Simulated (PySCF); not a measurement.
# CrH4S4−: ligand-field states

Wanted: ligand-field states for CrH4S4−.

Computed with PySCF 2.14.0 and routines of our own; the level stands in each step. Atoms count from 0.

### 1 The system as given

9 atoms, charge -1, states of the metal's open shell are computed; geometry from: model geometry, bond lengths from ionic radii.

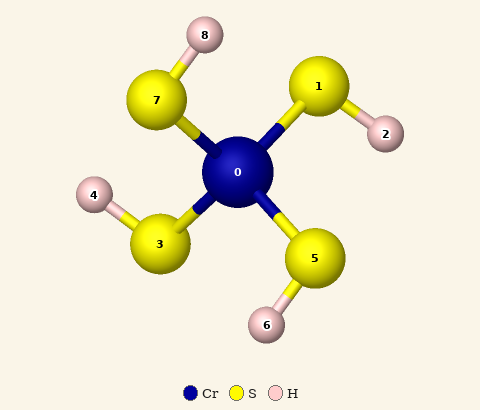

The starting geometry (chromium blue, sulfur yellow, hydrogen pink); sticks join atoms by distance alone.

### 2 Ligand-field states: state-averaged CASSCF in water

What the job is given:

```
{"job": {"kind": "lf", "basis": {"metal": "x2c-TZVPall", "ligand": "x2c-SVPall"}, "nevpt": true, "solvent": "water"}, "charge": -1, "metal": "Cr", "open_shell": "d3"}
Cr     0.000000     0.000000     0.000000
S      1.290378     1.290378     1.290378
H      0.501334     2.368096     1.434716
S     -1.290378    -1.290378     1.290378
H     -0.501334    -2.368096     1.434716
S     -1.290378     1.290378    -1.290378
H     -2.368096     0.501334    -1.434716
S      1.290378    -1.290378    -1.290378
H      2.368096    -0.501334    -1.434716
```

Method: state-averaged CASSCF of the metal d shell, SC-NEVPT2 on the averaged canonical orbitals, state-interaction spin-orbit coupling.

Launch:

```bash
$ OMP_NUM_THREADS=1 python lf_run.py task.json out
```

One launch serves the whole session: the jobs run in the order shown.

The program printed:

```text
basis functions 140, electrons 93, active (3e, 5o)
stage 1: DIIS on the effective Fock matrix, level shift 0.30
cycle   1  E = -2645.5029138584  dE = -2.646e+03  max|g| = 6.874e-01
cycle   2  E = -2642.8569788226  dE =  2.646e+00  max|g| = 1.491e+00
cycle   3  E = -2642.3368511758  dE =  5.201e-01  max|g| = 2.401e+00
cycle   4  E = -2645.3440061740  dE = -3.007e+00  max|g| = 4.597e-01
cycle   5  E = -2643.6913363388  dE =  1.653e+00  max|g| = 1.717e+00
cycle   6  E = -2642.3766188351  dE =  1.315e+00  max|g| = 2.148e+00
cycle   7  E = -2641.4338470484  dE =  9.428e-01  max|g| = 2.705e+00
cycle   8  E = -2641.3744229028  dE =  5.942e-02  max|g| = 2.705e+00
cycle   9  E = -2641.8753149719  dE = -5.009e-01  max|g| = 2.433e+00
cycle  10  E = -2642.1479658489  dE = -2.727e-01  max|g| = 2.379e+00
cycle  11  E = -2642.3207960013  dE = -1.728e-01  max|g| = 2.293e+00
...
cycle  37  E = -2645.9599319995  dE = -5.181e-07  max|g| = 3.104e-04
cycle  39  E = -2645.9599322671  dE = -2.676e-07  max|g| = 2.919e-04
cycle  41  E = -2645.9599323351  dE = -6.794e-08  max|g| = 1.471e-04
cycle  42  E = -2645.9599323372  dE = -2.186e-09  max|g| = 1.121e-04
cycle  43  E = -2645.9599323371  dE =  1.355e-10  max|g| = 1.220e-04
cycle  45  E = -2645.9599323533  dE = -1.621e-08  max|g| = 7.330e-05
cycle  47  E = -2645.9599323636  dE = -1.028e-08  max|g| = 3.828e-05
cycle  49  E = -2645.9599323651  dE = -1.542e-09  max|g| = 1.844e-05
cycle  50  E = -2645.9599323649  dE =  2.501e-10  max|g| = 2.024e-05
cycle  52  E = -2645.9599323655  dE = -5.539e-10  max|g| = 2.467e-05
cycle  53  E = -2645.9599323659  dE = -4.416e-10  max|g| = 5.417e-06
converged average energy = -2645.9599323659

 mult deg   label        CASSCF/cm-1   NEVPT2/cm-1
   4   2   4E                  0.0           0.0
   4   1   4A               2081.2        3148.9
   2   1   2A               9463.3        3879.9
   4   1   4B               3957.1        4889.4
   2   1   2B              12734.0        9660.5
   2   2   2E              14324.2       11324.8
   4   2   4E               9220.7       12149.7
   2   2   2E              15679.4       13834.9
   2   1   2A              16761.7       16244.5
   2   1   2B              18133.8       17508.2
   2   2   2E              20033.9       17801.8
   2   1   2A              18321.2       18014.0
   4   2   4E              19760.7       18986.9
   4   1   4A              20751.7       19857.3
   2   1   2A              21544.3       19979.3
   4   1   4B              15696.5       20341.9
   2   1   2A              22804.7       22205.6
   2   1   2B              24074.6       23157.9
   2   1   2B              24820.3       24271.4
   2   2   2E              24879.6       25080.9
   2   2   2E              26771.0       27773.4
   2   2   2E              28314.8       28526.6
   2   1   2B              29113.2       28648.0
   2   1   2A              28080.2       30065.0
   2   1   2A              30071.6       31753.7
   2   1   2B              36797.0       32153.6
   2   1   2B              31060.5       32461.7
   2   2   2E              31179.6       32576.4
   2   1   2A              31761.8       33183.0
   2   2   2E              38165.4       34630.9
   2   1   2B              37836.7       34830.4
   2   2   2E              38512.4       35955.5
   2   1   2A              38831.9       36418.8
   2   1   2B              55232.1       47610.0
   2   1   2A              56945.9       49668.0
   2   1   2B              57275.4       50197.0
   2   2   2E              58003.0       51156.5

spin-orbit levels / cm-1
      0.00  x2  4E 1.00
     79.96  x2  4E 1.00
    153.01  x2  4E 0.99
    231.74  x2  4E 1.00
   3219.19  x2  4A 0.92 2A 0.08
   3281.49  x2  4A 1.00
   4077.10  x2  2A 0.92 4A 0.08
   5017.13  x2  4B 1.00
   5031.37  x2  4B 1.00
   9790.34  x2  2B 1.00
  11348.21  x2  2E 0.95 4E 0.05
  11464.91  x2  2E 0.93 4E 0.07
  12214.75  x2  4E 1.00
  12312.94  x2  4E 0.93 2E 0.07
  12338.58  x2  4E 0.98
  12349.85  x2  4E 0.97 2E 0.03
  13934.95  x2  2E 1.00
  14009.10  x2  2E 0.99
  16372.14  x2  2A 0.99
  17626.41  x2  2B 0.94 2E 0.05
  17768.09  x2  2E 0.80 2A 0.17
  17934.39  x2  2E 0.90 2B 0.05 4E 0.03
  18223.10  x2  2A 0.83 2E 0.16
  18970.14  x2  4E 0.95 2A 0.05
  19106.56  x2  4E 0.95
  19182.22  x2  4E 0.96 2E 0.03
  19201.03  x2  4E 1.00
  20007.92  x2  4A 0.98
  20010.47  x2  4A 0.98
  20184.23  x2  2A 0.94 4E 0.05
```

It took 15 s on 1 thread of AMD EPYC 7R43, shared host; peak memory 0.36 GiB.

From this job:

| quantity | value |
| --- | --- |
| spin-orbit constant ζ | 218 cm⁻¹ |

Powder susceptibility:

| T (K) | χT (cm³ K/mol) | μ(eff) |
| --- | --- | --- |
| 2 | 0.605 | 2.20 |
| 5 | 0.639 | 2.26 |
| 10 | 0.697 | 2.36 |
| 20 | 0.810 | 2.54 |
| 30 | 0.913 | 2.70 |
| 50 | 1.077 | 2.93 |
| 75 | 1.229 | 3.13 |
| 100 | 1.343 | 3.28 |
| 150 | 1.496 | 3.46 |
| 200 | 1.591 | 3.57 |
| 250 | 1.656 | 3.64 |
| 300 | 1.704 | 3.69 |

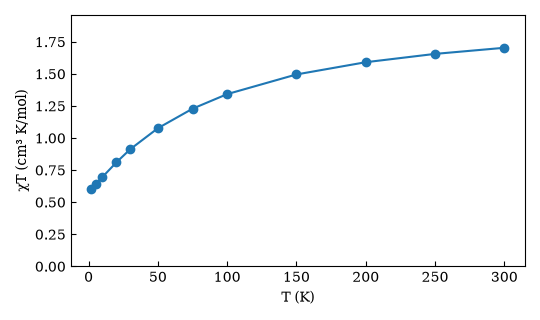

χT against temperature.

### 3 Ligand-field states: state-averaged CASSCF (angle to the S4 axis at 45°) in water

What the job is given:

```
{"job": {"kind": "lf", "basis": {"metal": "x2c-TZVPall", "ligand": "x2c-SVPall"}, "nevpt": true, "solvent": "water", "reuse": true}, "charge": -1, "metal": "Cr", "open_shell": "d3"}
Cr     0.000000     0.000000     0.000000
S      1.117500     1.117500     1.580384
H      0.309119     2.175881     1.757160
S     -1.117500    -1.117500     1.580384
H     -0.309119    -2.175881     1.757160
S     -1.117500     1.117500    -1.580384
H     -2.175881     0.309119    -1.757160
S      1.117500    -1.117500    -1.580384
H      2.175881    -0.309119    -1.757160
```

With the program's defaults for keys left out, this is: state-averaged CASSCF of the metal d shell, SC-NEVPT2 on the averaged canonical orbitals, state-interaction spin-orbit coupling.

The program printed:

```text
basis functions 140, electrons 93, active (3e, 5o)
start from the orbitals of the previous structure
stage 1: DIIS on the effective Fock matrix, level shift 0.30
cycle   1  E = -2642.9560614114  dE = -2.643e+03  max|g| = 1.611e+00
cycle   2  E = -2645.3274824949  dE = -2.371e+00  max|g| = 4.700e-01
cycle   3  E = -2645.7596127475  dE = -4.321e-01  max|g| = 3.613e-01
cycle   4  E = -2645.4584703205  dE =  3.011e-01  max|g| = 7.069e-01
cycle   5  E = -2645.3478071859  dE =  1.107e-01  max|g| = 7.754e-01
cycle   6  E = -2645.2393801582  dE =  1.084e-01  max|g| = 8.026e-01
cycle   7  E = -2645.2975743008  dE = -5.819e-02  max|g| = 7.863e-01
cycle   8  E = -2645.5845922469  dE = -2.870e-01  max|g| = 6.222e-01
cycle   9  E = -2645.8836724333  dE = -2.991e-01  max|g| = 1.384e-01
cycle  10  E = -2645.9117514476  dE = -2.808e-02  max|g| = 7.353e-02
cycle  11  E = -2645.9120818636  dE = -3.304e-04  max|g| = 7.064e-02
cycle  12  E = -2645.9121665617  dE = -8.470e-05  max|g| = 9.424e-02
cycle  13  E = -2645.8670402985  dE =  4.513e-02  max|g| = 2.383e-01
cycle  14  E = -2645.6600573346  dE =  2.070e-01  max|g| = 5.768e-01
cycle  15  E = -2645.1183287463  dE =  5.417e-01  max|g| = 1.067e+00
cycle  16  E = -2643.8384572640  dE =  1.280e+00  max|g| = 1.776e+00
stage 2: quasi-Newton rotations from the point of smallest gradient
cycle  19  E = -2645.9210772400  dE = -8.995e-03  max|g| = 3.510e-02
cycle  20  E = -2645.9235293108  dE = -2.452e-03  max|g| = 5.926e-03
cycle  21  E = -2645.9236187353  dE = -8.942e-05  max|g| = 2.041e-03
cycle  22  E = -2645.9236338446  dE = -1.511e-05  max|g| = 6.128e-04
cycle  23  E = -2645.9236356026  dE = -1.758e-06  max|g| = 2.318e-04
cycle  24  E = -2645.9236357804  dE = -1.778e-07  max|g| = 6.805e-05
cycle  25  E = -2645.9236357998  dE = -1.942e-08  max|g| = 2.244e-05
cycle  26  E = -2645.9236358014  dE = -1.602e-09  max|g| = 6.838e-06
converged average energy = -2645.9236358014

 mult deg   label        CASSCF/cm-1   NEVPT2/cm-1
   4   1   4A                  0.0           0.0
   4   2   4E               3558.4        4645.0
   2   1   2A              11186.0        6006.8
   4   2   4E               8791.4       11577.0
   2   1   2B              15071.4       11817.3
   4   1   4B               9988.2       12778.1
   2   1   2A              14937.3       13528.7
   2   2   2E              17613.0       15697.4
   2   1   2B              18768.7       17330.7
   2   1   2A              20957.3       18369.3
   4   2   4E              19190.1       18492.3
   2   2   2E              19206.1       18673.1
   2   2   2E              21723.6       21250.1
   4   1   4B              17272.1       22617.8
   2   1   2A              21279.4       22636.8
   2   2   2E              25367.3       25380.6
   2   1   2A              25549.2       25961.4
   2   1   2B              26658.1       26371.9
   2   1   2B              26775.7       26522.0
   2   1   2A              27071.9       27745.7
   4   1   4A              27754.8       28221.8
   2   2   2E              27232.7       28769.4
   2   1   2B              30388.5       29019.9
   2   2   2E              28573.9       29262.8
   2   2   2E              30700.9       30261.9
   2   1   2B              32715.1       34119.1
   2   1   2A              33008.6       35345.6
   2   1   2A              32862.6       35499.1
   2   2   2E              38268.7       35642.4
   2   1   2B              40528.8       37901.0
   2   1   2B              40223.9       38128.2
   2   2   2E              42925.6       41341.5
   2   1   2A              43103.9       41606.2
   2   1   2B              54874.0       47872.9
   2   1   2B              57783.2       51589.1
   2   2   2E              60779.0       54264.2
   2   1   2A              61369.6       54712.6

spin-orbit levels / cm-1
      0.00  x2  4A 1.00
     18.55  x2  4A 1.00
   4579.64  x2  4E 1.00
   4641.27  x2  4E 1.00
   4687.54  x2  4E 0.99
   4723.88  x2  4E 0.99
   6048.44  x2  2A 0.98
  11483.07  x2  4E 1.00
  11550.94  x2  4E 1.00
  11625.00  x2  4E 0.99
  11713.42  x2  4E 0.99
  11841.53  x2  2B 0.99
  12786.75  x2  4B 1.00
  12807.51  x2  4B 0.99
  13558.99  x2  2A 0.99
  15671.85  x2  2E 0.99
  15788.08  x2  2E 0.99
  17373.49  x2  2B 0.98
  18100.71  x2  2A 0.53 4E 0.46
  18448.01  x2  4E 0.97
  18523.66  x2  4E 0.92 2E 0.08
  18619.21  x2  4E 1.00
  18675.24  x2  2E 0.92 4E 0.08
  18707.15  x2  4E 0.51 2A 0.38 2E 0.10
  18756.72  x2  2E 0.86 2A 0.08 4E 0.05
  21182.68  x2  2E 0.98
  21372.45  x2  2E 0.99
  22645.91  x2  4B 0.99
  22653.26  x2  4B 0.76 2A 0.23
  22674.63  x2  2A 0.76 4B 0.23
```

Run time: 8.7 s. Hardware: 1 thread of AMD EPYC 7R43, shared host; peak memory 0.37 GiB.

From this job:

| quantity | value |
| --- | --- |
| spin-orbit constant ζ | 216 cm⁻¹ |

Powder susceptibility:

| T (K) | χT (cm³ K/mol) | μ(eff) |
| --- | --- | --- |
| 2 | 1.139 | 3.02 |
| 20 | 1.656 | 3.64 |
| 100 | 1.773 | 3.77 |
| 300 | 1.815 | 3.81 |

### 4 Ligand-field states: state-averaged CASSCF (angle to the S4 axis at 50°) in water

What the job is given:

```
{"job": {"kind": "lf", "basis": {"metal": "x2c-TZVPall", "ligand": "x2c-SVPall"}, "nevpt": true, "solvent": "water", "reuse": true}, "charge": -1, "metal": "Cr", "open_shell": "d3"}
Cr     0.000000     0.000000     0.000000
S      1.210644     1.210644     1.436630
H      0.412682     2.279444     1.597327
S     -1.210644    -1.210644     1.436630
H     -0.412682    -2.279444     1.597327
S     -1.210644     1.210644    -1.436630
H     -2.279444     0.412682    -1.597327
S      1.210644    -1.210644    -1.436630
H      2.279444    -0.412682    -1.597327
```

With the program's defaults for keys left out, this is: state-averaged CASSCF of the metal d shell, SC-NEVPT2 on the averaged canonical orbitals, state-interaction spin-orbit coupling.

The program printed:

```text
basis functions 140, electrons 93, active (3e, 5o)
start from the orbitals of the previous structure
stage 1: DIIS on the effective Fock matrix, level shift 0.30
cycle   1  E = -2644.8598631265  dE = -2.645e+03  max|g| = 9.187e-01
cycle   2  E = -2645.8092782242  dE = -9.494e-01  max|g| = 3.877e-01
cycle   3  E = -2645.9173401709  dE = -1.081e-01  max|g| = 1.514e-01
cycle   4  E = -2645.7729963697  dE =  1.443e-01  max|g| = 4.698e-01
cycle   5  E = -2645.3496005610  dE =  4.234e-01  max|g| = 9.064e-01
cycle   6  E = -2644.2469289026  dE =  1.103e+00  max|g| = 1.485e+00
cycle   7  E = -2642.4565726435  dE =  1.790e+00  max|g| = 2.273e+00
cycle   8  E = -2640.7572665680  dE =  1.699e+00  max|g| = 2.799e+00
cycle   9  E = -2639.1376483808  dE =  1.620e+00  max|g| = 3.004e+00
cycle  10  E = -2637.9308221705  dE =  1.207e+00  max|g| = 3.090e+00
cycle  11  E = -2637.1996740668  dE =  7.311e-01  max|g| = 3.015e+00
cycle  12  E = -2636.7799502036  dE =  4.197e-01  max|g| = 3.073e+00
cycle  13  E = -2636.9337291625  dE = -1.538e-01  max|g| = 3.197e+00
cycle  14  E = -2637.8093170693  dE = -8.756e-01  max|g| = 2.817e+00
cycle  15  E = -2638.5622721615  dE = -7.530e-01  max|g| = 2.753e+00
stage 2: quasi-Newton rotations from the point of smallest gradient
cycle  17  E = -2645.9439004291  dE = -2.656e-02  max|g| = 6.023e-02
cycle  18  E = -2645.9463243046  dE = -2.424e-03  max|g| = 4.605e-02
cycle  19  E = -2645.9490177446  dE = -2.693e-03  max|g| = 5.335e-03
cycle  20  E = -2645.9490742702  dE = -5.653e-05  max|g| = 1.380e-03
cycle  21  E = -2645.9490845523  dE = -1.028e-05  max|g| = 2.812e-04
cycle  22  E = -2645.9490849669  dE = -4.145e-07  max|g| = 1.559e-04
cycle  23  E = -2645.9490850700  dE = -1.032e-07  max|g| = 4.078e-05
cycle  24  E = -2645.9490850761  dE = -6.089e-09  max|g| = 1.308e-05
cycle  25  E = -2645.9490850768  dE = -6.476e-10  max|g| = 3.170e-06
converged average energy = -2645.9490850768

 mult deg   label        CASSCF/cm-1   NEVPT2/cm-1
   4   1   4A                  0.0           0.0
   4   2   4E                772.2         668.3
   2   1   2A               9302.0        3325.9
   4   1   4B               5808.0        6893.1
   2   1   2B              13001.0        9354.5
   4   2   4E               7859.7       10059.8
   2   2   2E              14914.3       11715.6
   2   1   2A              14839.0       13384.7
   2   2   2E              16444.7       14621.8
   2   1   2B              17793.6       16460.0
   4   2   4E              18337.1       16957.8
   2   1   2A              20501.6       17968.7
   2   2   2E              20004.9       18048.6
   4   1   4B              15290.0       19534.2
   2   1   2A              19454.9       19609.1
   4   1   4A              23088.6       22191.9
   2   1   2A              23555.1       22673.2
   2   2   2E              24045.1       23379.9
   2   1   2B              24482.9       23454.6
   2   1   2B              24663.3       23631.5
   2   1   2A              25024.4       25466.1
   2   2   2E              25949.2       26577.9
   2   1   2B              28759.2       26972.8
   2   2   2E              28332.7       27174.4
   2   2   2E              28996.8       30033.9
   2   1   2B              30692.8       31380.4
   2   1   2A              30420.9       32145.4
   2   1   2A              31114.7       32190.2
   2   1   2B              37276.9       32940.2
   2   2   2E              37301.3       33935.1
   2   1   2B              37917.3       34749.4
   2   2   2E              39151.4       36097.4
   2   1   2A              39605.9       36821.5
   2   1   2B              53512.2       45329.7
   2   1   2B              56305.4       48961.0
   2   1   2A              58016.8       50338.1
   2   2   2E              58055.0       50520.2

spin-orbit levels / cm-1
      0.00  x2  4A 0.93 4E 0.06
     50.40  x2  4A 0.96 4E 0.04
    628.96  x2  4E 1.00
    727.11  x2  4E 0.96 4A 0.03
    792.17  x2  4E 0.98
    863.02  x2  4E 0.95 4A 0.05
   3420.03  x2  2A 0.99
   6961.46  x2  4B 1.00
   6975.43  x2  4B 1.00
   9432.21  x2  2B 1.00
  10052.02  x2  4E 1.00
  10083.73  x2  4E 0.99
  10132.37  x2  4E 0.98
  10216.85  x2  4E 1.00
  11760.82  x2  2E 0.98
  11881.88  x2  2E 0.98
  13453.98  x2  2A 0.99
  14664.74  x2  2E 1.00
  14743.83  x2  2E 0.99
  16540.15  x2  2B 0.99
  16867.67  x2  4E 0.93 2A 0.06
  16961.97  x2  4E 0.97
  17026.89  x2  4E 0.97
  17127.51  x2  4E 0.99
  18013.15  x2  2E 0.63 2A 0.33
  18183.52  x2  2A 0.60 2E 0.32 4E 0.07
  18226.36  x2  2E 0.96
  19621.04  x2  4B 0.98
  19621.51  x2  4B 0.99
  19703.76  x2  2A 0.97
```

It took 8.5 s on 1 thread of AMD EPYC 7R43, shared host; peak memory 0.38 GiB.

Key values:

| quantity | value |
| --- | --- |
| spin-orbit constant ζ | 217 cm⁻¹ |

Powder susceptibility:

| T (K) | χT (cm³ K/mol) | μ(eff) |
| --- | --- | --- |
| 2 | 0.812 | 2.55 |
| 20 | 1.061 | 2.91 |
| 100 | 1.417 | 3.37 |
| 300 | 1.627 | 3.61 |

[end of part 1 of 3]
